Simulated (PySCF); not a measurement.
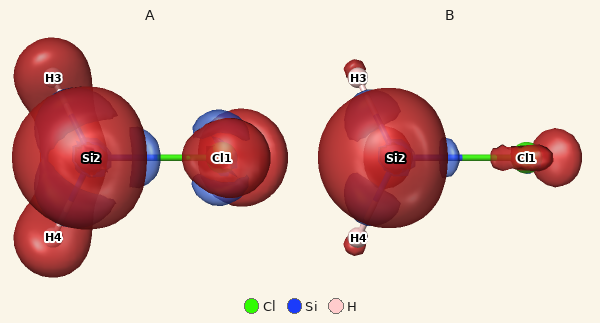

ClH2Si, doublet, SMILES `Cl[SiH2]`. The two Fukui functions at ±0.03 e/Å³ (red positive, blue negative).

PySCF calculation, PBE/6-31+G*, gas phase; geometry: GFN2-xTB. No frequency check shows the geometry to be a minimum. GFN2-xTB bond lengths at metals and heavier atoms can be off by up to 0.1 Å and shapes distorted, which carries into these values. GFN2-xTB doesn't know the spin state, so this open-shell geometry is rough.

Input script:

```python
import numpy as np
from pyscf import gto, scf, dft
from pyscf.scf import atom_ks, atom_hf
from scipy.linalg import block_diag

def solve(mol, dm0=None, hcore=None):
    mf = (dft.UKS if mol.spin else dft.RKS)(mol, xc='pbe')
    mf.grids.level = 3
    mf = mf.density_fit(auxbasis='def2-universal-jkfit')
    mf.conv_tol, mf.max_cycle = 1e-8, 80
    if hcore is not None:
        mf.get_hcore = lambda *args: hcore
    mf.kernel(dm0)
    if not mf.converged:
        mf = mf.newton().run(mf.mo_coeff, mf.mo_occ, max_cycle=30)
    assert mf.converged, 'SCF not converged'
    return mf

mol = gto.M(atom='''
Cl    -1.01137    -0.00001     0.01495
Si     1.00814    -0.00009    -0.08714
H      1.53919     1.22540     0.48258
H      1.54014    -1.22396     0.48323
''', basis='6-31+g*', charge=0, spin=1, verbose=4)
mf = solve(mol)
out = dict(e0=mf.e_tot, dm0=mf.make_rdm1(), c=mf.mo_coeff, occ=mf.mo_occ, eps=mf.mo_energy)
for name, dq, spin in [('cation', 1, 0), ('anion', -1, 0)]:
    ion = mol.copy().set(charge=mol.charge + dq, spin=spin).build()
    mi = solve(ion)
    if spin and dq > 0 and mol.nao < 130:
        c, _, stable, _ = mi.stability(return_status=True)
        if not stable:
            mi = solve(ion, mi.make_rdm1(c, mi.mo_occ))
    print(name, 'vertical energy change / eV', (mi.e_tot - mf.e_tot) * 27.211386)
    out.update({'e_' + name: mi.e_tot, 'dm_' + name: mi.make_rdm1(), 's2_' + name: mi.spin_square()[0], 'eps_' + name: mi.mo_energy, 'occ_' + name: mi.mo_occ})
# spherically averaged free atoms, for the promolecule
atm = atom_ks.get_atm_nrks(mol, xc='pbe')
pro = block_diag(*[(atm[a[0]][2] * atm[a[0]][3]) @ atm[a[0]][2].T for a in mol._atom])
np.savez('result.npz', pro=pro, **out)
```

Launched as:

```sh
OMP_NUM_THREADS=1 python input.py
```

The run took 10 s on 1 thread of AMD EPYC 7R43 64-Core Processor (Zen 3), with other jobs on the host, peak memory 0.23 GiB.

Partitions, critical points and surface values were worked out afterwards from this run's density.

Which panel is f⁻ (electron removed) and which f⁺ (electron added)?

Answer. A is f⁻, B is f⁺. f⁻ (Hirshfeld-condensed) is largest on Si2 (0.52); the vertical ionisation energy is 8.54 eV (to the singlet cation, which needn't be its lowest state). f⁺ (Hirshfeld-condensed) is largest on Si2 (0.67); the vertical electron affinity is 0.83 eV (to the singlet anion, which needn't be its lowest state; the anion's highest orbital has positive energy, so this value and f⁺ depend on the basis).
